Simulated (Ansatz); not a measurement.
# B₃H (triplet): one geometry, many settings at a displaced geometry (v1)

What do other methods and options give for B₃H (triplet) at this geometry, and how long do they take?

The runs use Ansatz 0.2.0, Gaussian basis; the settings change from run to run.

25 further runs of the same task are left out: 9 that didn't finish, 16 set aside as unsound or not needed.

### Step 1. What is computed

The geometry is a PBE0/def2-TZVP stationary point (not a proven minimum) with its atoms shifted at random (size 0.040 Å).

4 atoms, charge 0, spin multiplicity 3.

Atoms are counted from 1 here; the program's logs count them from 0.

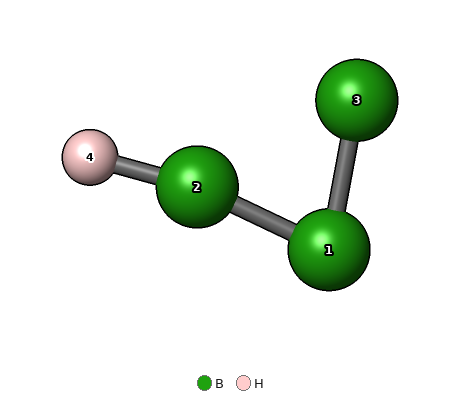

The structure; boron green, hydrogen pink; atoms are numbered from 1 in the order of the file.

### Step 2. CCSD(T) on UHF/cc-pVDZ

The input, in.yaml:

```yaml
crystal:
  periodic: [false, false, false]
  atoms:
    - {symbol: B, position_ang: [-0.013290, -0.804653, -0.324932]}
    - {symbol: B, position_ang: [-0.014123, 0.037711, 0.961075]}
    - {symbol: B, position_ang: [0.033841, 0.720789, -0.826134]}
    - {symbol: H, position_ang: [-0.068936, 0.495028, 2.037822]}
basis:
  gaussian: {orbitals: cc-pVDZ, fitting: {mean_field: def2-universal-jkfit}}
magnetization: {spin_polarized: true, initial_magnetization: 2}
correlation: {method: ccsd_t, electrons: all, diis_vectors: 12}
```

Command:

```sh
$ ansatz run in.yaml --threads 1 --pin off --events-out ev --progress --plain --max-ram 2393MiB
```

The program printed, shortened:

```text
Functional definition: HF
  name "HF"
  cite "Fock, Z. Phys. 61, 126 (1930) doi:10.1007/BF01340294"
  parent pbe
[...]
243 factors; integrals over basis functions are off by at most 2.2e-1 eV
[...]
mean field -2024.93303712 eV, -74.4149165652 hartree, gradient 2.0e-6 eV, S^2 2.425920; 12 other end points of the search recorded, 0 dependent functions left out
determinant -2024.93303712 eV, -74.4149165652 hartree, with singles and doubles -2031.18633258 eV, -74.6447209347 hartree
determinant -2024.82560733 eV, -74.4109685934 hartree, with singles and doubles -2031.18075362 eV, -74.6445159119 hartree
determinant -2024.18753304 eV, -74.3875197957 hartree, with singles and doubles -2030.59299297 eV, -74.6229161062 hartree
determinant -2022.90966086 eV, -74.3405588592 hartree, with singles and doubles -2028.42983038 eV, -74.5434213474 hartree
determinant -2021.97643766 eV, -74.3062635393 hartree, with singles and doubles -2028.76174211 eV, -74.5556188786 hartree
determinant -2024.93303712 eV, -74.4149165652 hartree, with singles and doubles -2031.20009071 eV, -74.6452265367 hartree
determinant -2024.82560733 eV, -74.4109685934 hartree, with singles and doubles -2031.19452377 eV, -74.6450219554 hartree
reference -2024.82560733 eV, -74.4109685934 hartree; 9, 7 occupied and 38, 40 virtual orbitals, 243 factors
second order -5.11184515 eV of doubles, -0.00000000 eV of singles
cycle   1  -6.36891594 eV  change    5.0e-7 eV  update   6.4e-6
perturbative correction -0.37643501 eV, -0.0138337314 hartree
Total energy: -2031.57095828 eV, -74.6588556685 hartree
```

Run time: 6.5 s. Hardware: 1 thread of Arm Neoverse V2, shared host.

From the report: ⟨S²⟩ of the determinant 2.340 (pure triplet: 2.00); correlation -6.7454 eV; T1 0.060; largest double amplitude 0.13.

### Step 3. BCCD(T)/cc-pVDZ

Changes to in.yaml since step 2:

```diff
@@ -8,4 +8,6 @@
 basis:
-  gaussian: {orbitals: cc-pVDZ, fitting: {mean_field: def2-universal-jkfit}}
+  gaussian: {orbitals: cc-pVDZ}
 magnetization: {spin_polarized: true, initial_magnetization: 2}
-correlation: {method: ccsd_t, electrons: all, diis_vectors: 12}
+hamiltonian: {xc: {name: B3LYP}}
+correlation: {method: bccd_t, electrons: outside_noble_gas}
+output: {forces: true}
```

Same command.

The program printed, shortened:

```text
Functional definition: B3LYP
  name "B3LYP"
  cite "Stephens, Devlin, Chabalowski & Frisch, J. Phys. Chem. 98, 11623 (1994) doi:10.1021/j100096a001"
  cite "Becke, Phys. Rev. A 38, 3098 (1988) doi:10.1103/PhysRevA.38.3098"
  cite "Lee, Yang & Parr, Phys. Rev. B 37, 785 (1988) doi:10.1103/PhysRevB.37.785"
  cite "Vosko, Wilk & Nusair, Can. J. Phys. 58, 1200 (1980) doi:10.1139/p80-159"
[...]
441 factors; integrals over basis functions are off by at most 9.4e-4 eV
[...]
mean field -2038.45723525 eV, -74.9119216794 hartree, gradient 6.9e-6 eV, S^2 2.005720; 4 other end points of the search recorded, 0 dependent functions left out
3 core orbitals not correlated: weight in the atoms' cores, before any rotation towards them, 1.000 or more for the frozen orbitals, at most 0.000 for the correlated occupied ones
reference -2024.41371688 eV, -74.3958318986 hartree; 6, 4 occupied and 38, 40 virtual orbitals, 441 factors
second order -5.83071986 eV of doubles, -0.20755024 eV of singles
cycle   1  -6.33279460 eV  change   -3.0e-1 eV  update   7.6e-2
[...]
cycle  25  -6.62035332 eV  change    4.2e-8 eV  update   2.4e-7
perturbative correction -0.39137878 eV, -0.0143829049 hartree
[...]
Total energy: -2031.42544898 eV, -74.6535083004 hartree
Atom 0 at    -0.013290    -0.804653    -0.324932 Å, force     0.033222    -0.736109    -1.470034 eV/Å
Atom 1 at    -0.014123     0.037711     0.961075 Å, force    -0.038952     0.619247     0.737891 eV/Å
Atom 2 at     0.033841     0.720789    -0.826134 Å, force    -0.000715    -0.180065     0.066640 eV/Å
Atom 3 at    -0.068936     0.495028     2.037822 Å, force     0.006445     0.296927     0.665502 eV/Å
Dipole moment:     0.006493     0.085798     0.220078 e Å
```

It took 7.5 s on 1 thread of Arm Neoverse V2, shared host.

From the report: ⟨S²⟩ of the determinant 2.006 (pure triplet: 2.00); correlation -7.0117 eV; largest double amplitude 0.11.

### Step 4. CASSCF(10,8)/6-31G

The input, in.yaml:

```yaml
crystal:
  periodic: [false, false, false]
  atoms:
    - {symbol: B, position_ang: [-0.013290, -0.804653, -0.324932]}
    - {symbol: B, position_ang: [-0.014123, 0.037711, 0.961075]}
    - {symbol: B, position_ang: [0.033841, 0.720789, -0.826134]}
    - {symbol: H, position_ang: [-0.068936, 0.495028, 2.037822]}
basis:
  gaussian: {orbitals: 6-31G}
magnetization: {spin_polarized: false, initial_magnetization: 2}
correlation: {active_space: {window: {electrons: 10, orbitals: 8}}}
scf: {lower_state_search: full}
```

The command is unchanged.

The program printed, shortened:

```text
Functional definition: HF
  name "HF"
  cite "Fock, Z. Phys. 61, 126 (1930) doi:10.1007/BF01340294"
  parent pbe
[...]
410 factors; integrals over basis functions are off by at most 2.3e-4 eV
[...]
mean field -2023.57870111 eV, -74.3651456350 hartree, gradient 2.5e-6 eV, S^2 2.000000; 12 other end points of the search recorded, 0 dependent functions left out
reference -2023.57870111 eV, -74.3651456350 hartree; 9, 7 occupied and 20, 22 virtual orbitals, 410 factors
state -2025.07832501 eV, -74.4202557967 hartree
Total energy: -2025.07832501 eV, -74.4202557967 hartree
```

It took 3.5 s on 1 thread of Arm Neoverse V2, shared host.

From the report: 3,136 determinants; active occupations 2.00, 2.00, 1.97, 1.87, 1.00, 1.00, 0.14, 0.03.

### Step 5. MP2 on ROHF/cc-pVDZ

Changes to in.yaml since step 4:

```diff
@@ -8,5 +8,4 @@
 basis:
-  gaussian: {orbitals: 6-31G}
+  gaussian: {orbitals: cc-pVDZ}
 magnetization: {spin_polarized: false, initial_magnetization: 2}
-correlation: {active_space: {window: {electrons: 10, orbitals: 8}}}
-scf: {lower_state_search: full}
+correlation: {method: mp2, electrons: outside_noble_gas}
```

Same command.

The program printed, shortened:

```text
Functional definition: HF
  name "HF"
  cite "Fock, Z. Phys. 61, 126 (1930) doi:10.1007/BF01340294"
  parent pbe
[...]
441 factors; integrals over basis functions are off by at most 9.4e-4 eV
[...]
mean field -2024.67407626 eV, -74.4053999291 hartree, gradient 4.9e-6 eV, S^2 2.000000; 5 other end points of the search recorded, 0 dependent functions left out
[...]
3 core orbitals not correlated: weight in the atoms' cores, before any rotation towards them, 1.000 or more for the frozen orbitals, at most 0.000 for the correlated occupied ones
reference -2024.67407626 eV, -74.4053999291 hartree; 6, 4 occupied and 38, 40 virtual orbitals, 441 factors
second order -5.49633565 eV of doubles, -0.05150546 eV of singles
Total energy: -2030.22191737 eV, -74.6092793295 hartree
```

Wall time 0.75 s (1 thread of Arm Neoverse V2, shared host).

### Step 6. BCCD(T) on ROHF/cc-pVDZ

Changes to in.yaml since step 5:

```diff
@@ -10,2 +10,4 @@
 magnetization: {spin_polarized: false, initial_magnetization: 2}
-correlation: {method: mp2, electrons: outside_noble_gas}
+correlation: {method: bccd_t, electrons: outside_noble_gas}
+scf: {lower_state_search: off}
+output: {forces: true}
```

Same command.

The program printed, shortened:

```text
Functional definition: HF
  name "HF"
  cite "Fock, Z. Phys. 61, 126 (1930) doi:10.1007/BF01340294"
  parent pbe
[...]
441 factors; integrals over basis functions are off by at most 9.4e-4 eV
[...]
mean field -2024.67407626 eV, -74.4053999291 hartree, gradient 4.9e-6 eV, S^2 2.000000; 0 other end points of the search recorded, 0 dependent functions left out
3 core orbitals not correlated: weight in the atoms' cores, before any rotation towards them, 1.000 or more for the frozen orbitals, at most 0.000 for the correlated occupied ones
reference -2024.67407626 eV, -74.4053999291 hartree; 6, 4 occupied and 38, 40 virtual orbitals, 441 factors
second order -5.49633565 eV of doubles, -0.05150546 eV of singles
cycle   1  -6.09642414 eV  change   -5.5e-1 eV  update   8.1e-2
[...]
cycle  25  -6.40593877 eV  change    3.9e-7 eV  update   2.8e-7
perturbative correction -0.39084684 eV, -0.0143633564 hartree
[...]
Total energy: -2031.47086186 eV, -74.6551771930 hartree
Atom 0 at    -0.013290    -0.804653    -0.324932 Å, force     0.033462    -0.731722    -1.468479 eV/Å
Atom 1 at    -0.014123     0.037711     0.961075 Å, force    -0.039362     0.616824     0.735625 eV/Å
Atom 2 at     0.033841     0.720789    -0.826134 Å, force    -0.000786    -0.182517     0.067769 eV/Å
Atom 3 at    -0.068936     0.495028     2.037822 Å, force     0.006686     0.297416     0.665085 eV/Å
Dipole moment:     0.006500     0.085954     0.220040 e Å
Checks for a lower state left out: starts, cluster_reference, orbital_swaps, neighbouring_geometries, increment
```

Wall time 4.9 s (1 thread of Arm Neoverse V2, shared host).

From the report: correlation -6.7968 eV; largest double amplitude 0.11.

### Step 7. CCSD on UHF/def2-SVP

The input, in.yaml:

```yaml
crystal:
  periodic: [false, false, false]
  atoms:
    - {symbol: B, position_ang: [-0.013290, -0.804653, -0.324932]}
    - {symbol: B, position_ang: [-0.014123, 0.037711, 0.961075]}
    - {symbol: B, position_ang: [0.033841, 0.720789, -0.826134]}
    - {symbol: H, position_ang: [-0.068936, 0.495028, 2.037822]}
basis:
  gaussian: {orbitals: def2-SVP}
magnetization: {spin_polarized: true, initial_magnetization: 2}
correlation: {method: ccsd, electrons: valence, diis_vectors: 1}
scf: {lower_state_search: full}
```

Same command.

The program printed, shortened:

```text
Functional definition: HF
  name "HF"
  cite "Fock, Z. Phys. 61, 126 (1930) doi:10.1007/BF01340294"
  parent pbe
[...]
486 factors; integrals over basis functions are off by at most 9.5e-4 eV
[...]
mean field -2023.10629716 eV, -74.3477851098 hartree, gradient 2.0e-6 eV, S^2 2.434111; 18 other end points of the search recorded, 0 dependent functions left out
determinant -2023.10629716 eV, -74.3477851098 hartree, with singles and doubles -2029.26784620 eV, -74.5742178606 hartree
determinant -2022.98514140 eV, -74.3433327179 hartree, with singles and doubles -2029.26280687 eV, -74.5740326687 hartree
determinant -2022.37511311 eV, -74.3209145917 hartree, with singles and doubles -2028.70572777 eV, -74.5535603895 hartree
determinant -2021.06418197 eV, -74.2727387610 hartree, with singles and doubles -2026.52066672 eV, -74.4732608767 hartree
determinant -2020.09895721 eV, -74.2372674052 hartree, with singles and doubles -2026.81617457 eV, -74.4841205901 hartree
determinant -2023.10629716 eV, -74.3477851098 hartree, with singles and doubles -2029.28200250 eV, -74.5747380953 hartree
determinant -2022.98514140 eV, -74.3433327179 hartree, with singles and doubles -2029.27683665 eV, -74.5745482538 hartree
3 core orbitals not correlated: weight in the atoms' cores, before any rotation towards them, 1.000 or more for the frozen orbitals, at most 0.000 for the correlated occupied ones
reference -2022.98514140 eV, -74.3433327179 hartree; 6, 4 occupied and 38, 40 virtual orbitals, 486 factors
second order -5.06510783 eV of doubles, -0.00000000 eV of singles
cycle   1  -6.29169353 eV  change    1.7e-6 eV  update   4.6e-6
Total energy: -2029.27683493 eV, -74.5745481904 hartree
```

Run time: 5.5 s. Hardware: 1 thread of Arm Neoverse V2, shared host.

From the report: ⟨S²⟩ of the determinant 2.336 (pure triplet: 2.00); correlation -6.2917 eV; T1 0.075; largest double amplitude 0.12.

### Step 8. CCSD on ROHF/def2-SVP

Changes to in.yaml since step 7:

```diff
@@ -9,4 +9,3 @@
   gaussian: {orbitals: def2-SVP}
-magnetization: {spin_polarized: true, initial_magnetization: 2}
-correlation: {method: ccsd, electrons: valence, diis_vectors: 1}
-scf: {lower_state_search: full}
+magnetization: {spin_polarized: false, initial_magnetization: 2}
+correlation: {method: ccsd, electrons: all}
```

Same command.

The program printed, shortened:

```text
Functional definition: HF
  name "HF"
  cite "Fock, Z. Phys. 61, 126 (1930) doi:10.1007/BF01340294"
  parent pbe
[...]
486 factors; integrals over basis functions are off by at most 9.5e-4 eV
[...]
mean field -2022.84054604 eV, -74.3380189363 hartree, gradient 3.8e-6 eV, S^2 2.000000; 8 other end points of the search recorded, 0 dependent functions left out
[...]
determinant -2022.84054604 eV, -74.3380189363 hartree, with singles and doubles -2029.44786977 eV, -74.5808336050 hartree
determinant -2022.09003108 eV, -74.3104380204 hartree, with singles and doubles -2028.84570255 eV, -74.5587043676 hartree
determinant -2020.62381055 eV, -74.2565554099 hartree, with singles and doubles -2027.68026450 eV, -74.5158753092 hartree
determinant -2020.00016875 eV, -74.2336369962 hartree, with singles and doubles -2026.00264692 eV, -74.4542240004 hartree
reference -2022.84054604 eV, -74.3380189363 hartree; 9, 7 occupied and 38, 40 virtual orbitals, 486 factors
second order -5.72660036 eV of doubles, -0.04867965 eV of singles
cycle   1  -6.60731203 eV  change    1.2e-5 eV  update   2.4e-3
[...]
cycle  12  -6.60903622 eV  change   -2.4e-6 eV  update   7.6e-6
Total energy: -2029.44958225 eV, -74.5808965374 hartree
```

Wall time 4.4 s (1 thread of Arm Neoverse V2, shared host).

From the report: correlation -6.6090 eV; T1 0.025; largest double amplitude 0.11.

### Step 9. HF/cc-pVDZ

Changes to in.yaml since step 8:

```diff
@@ -8,4 +8,5 @@
 basis:
-  gaussian: {orbitals: def2-SVP}
+  gaussian: {orbitals: cc-pVDZ}
 magnetization: {spin_polarized: false, initial_magnetization: 2}
-correlation: {method: ccsd, electrons: all}
+hamiltonian: {xc: hf}
+output: {forces: true, orbitals: {seedname: orbitals}}
```

Launched as before.

The program printed, shortened:

```text
Functional definition: HF
  name "HF"
  cite "Fock, Z. Phys. 61, 126 (1930) doi:10.1007/BF01340294"
  parent pbe
[...]
441 factors; integrals over basis functions are off by at most 9.4e-4 eV
[...]
mean field -2024.67407626 eV, -74.4053999291 hartree, gradient 1.9e-5 eV, S^2 2.000000; 3 other end points of the search recorded, 0 dependent functions left out
[...]
reference -2024.67407626 eV, -74.4053999291 hartree; 9, 7 occupied and 38, 40 virtual orbitals, 441 factors
Total energy: -2024.67407626 eV, -74.4053999291 hartree
Atom 0 at    -0.013290    -0.804653    -0.324932 Å, force     0.093088     1.318091    -1.071822 eV/Å
Atom 1 at    -0.014123     0.037711     0.961075 Å, force    -0.103247     0.051209     0.479251 eV/Å
Atom 2 at     0.033841     0.720789    -0.826134 Å, force    -0.035242    -1.536128     0.248413 eV/Å
Atom 3 at    -0.068936     0.495028     2.037822 Å, force     0.045401     0.166828     0.344158 eV/Å
Dipole moment:     0.007572     0.151663     0.187167 e Å
```

It took 0.45 s on 1 thread of Arm Neoverse V2, shared host.

### Step 10. NEVPT2(6,4)/STO-3G

Changes to in.yaml since step 9:

```diff
@@ -8,5 +8,7 @@
 basis:
-  gaussian: {orbitals: cc-pVDZ}
+  gaussian: {orbitals: STO-3G}
 magnetization: {spin_polarized: false, initial_magnetization: 2}
-hamiltonian: {xc: hf}
-output: {forces: true, orbitals: {seedname: orbitals}}
+correlation: {method: sc_nevpt2, electrons: outside_noble_gas, active_space: {window: {electrons: 6, orbitals: 4}, states: [{multiplicity: 3, weights: [1, 1, 1]}], root: 1}}
+accuracy: high
+scf: {lower_state_search: light}
+output: {forces: true}
```

The command is unchanged.

The program printed, shortened:

```text
Functional definition: HF
  name "HF"
  cite "Fock, Z. Phys. 61, 126 (1930) doi:10.1007/BF01340294"
  parent pbe
[...]
280 factors; integrals over basis functions are off by at most 2.3e-8 eV
[...]
mean field -1996.75563421 eV, -73.3794161076 hartree, gradient 5.9e-8 eV, S^2 2.000000; 7 other end points of the search recorded, 0 dependent functions left out
reference -1996.75563421 eV, -73.3794161076 hartree; 9, 7 occupied and 7, 9 virtual orbitals, 280 factors
state -1996.72841123 eV, -73.3784156814 hartree
state -1995.72029256 eV, -73.3413680039 hartree
state -1993.80365111 eV, -73.2709327295 hartree
state -1996.72841123 eV, -73.3784156814 hartree; corrected -1999.92394628 eV, -73.4958494287 hartree
state -1995.72029256 eV, -73.3413680039 hartree; corrected -1999.37630638 eV, -73.4757240336 hartree
state -1993.80365111 eV, -73.2709327295 hartree; corrected -1997.86163759 eV, -73.4200609822 hartree
[...]
Total energy: -1999.37630638 eV, -73.4757240336 hartree
Atom 0 at    -0.013290    -0.804653    -0.324932 Å, force     0.164918     4.304520     2.117034 eV/Å
Atom 1 at    -0.014123     0.037711     0.961075 Å, force    -0.220609    -2.735609    -3.076151 eV/Å
Atom 2 at     0.033841     0.720789    -0.826134 Å, force    -0.083086    -2.158001     1.329504 eV/Å
Atom 3 at    -0.068936     0.495028     2.037822 Å, force     0.138777     0.589090    -0.370387 eV/Å
Dipole moment:     0.001427     0.020463    -0.177231 e Å
```

It took 0.24 s on 1 thread of Arm Neoverse V2, shared host.

From the report: 16 determinants; active occupations (of the averaged states) 1.67, 1.67, 1.67, 1.00.

### Step 11. The runs in one table

Where basis and cores are those of an earlier RCCSDT(Q)/cc-pVDZ run (-2031.5511 eV), and the state is the same kind, the miss against it is given.

```tsv
level	correlated	functions	energy (eV)	from RCCSDT(Q) (meV)	time
CCSD(T) on UHF/cc-pVDZ	all	47	-2031.5710		6.5 s
BCCD(T)/cc-pVDZ (on B3LYP orbitals)	outside noble gas	47	-2031.4254	125.6	7.5 s
CASSCF(10,8)/6-31G		29	-2025.0783		3.5 s
MP2 on ROHF/cc-pVDZ	outside noble gas	47	-2030.2219	1329.2	0.75 s
BCCD(T) on ROHF/cc-pVDZ	outside noble gas	47	-2031.4709	80.2	4.9 s
CCSD on UHF/def2-SVP	valence	47	-2029.2768		5.5 s
CCSD on ROHF/def2-SVP	all	47	-2029.4496		4.4 s
HF/cc-pVDZ		47	-2024.6741	6877.0	0.45 s
NEVPT2(6,4)/STO-3G (excited root 1 of an average)	outside noble gas	16	-1999.3763		0.24 s
```

### Step 12. Results

```
quantity                                                      value
    runs                                                          9
quickest  NEVPT2(6,4)/STO-3G (excited root 1 of an average), 0.24 s
 slowest                 BCCD(T)/cc-pVDZ (on B3LYP orbitals), 7.5 s
```

What this shows: Total energies in different bases, with other cores or another treatment of relativity can't be set against each other. BCCD(T)/cc-pVDZ (on B3LYP orbitals) took 31 times as long as NEVPT2(6,4)/STO-3G (excited root 1 of an average); the jobs differ in more than the method. Among the correlated runs with a miss given, it spans +80 to +1329 meV. Hartree-Fock, CASSCF and CASCI lack dynamic correlation by design. Cores frozen from Kohn-Sham orbitals shift the total energy.
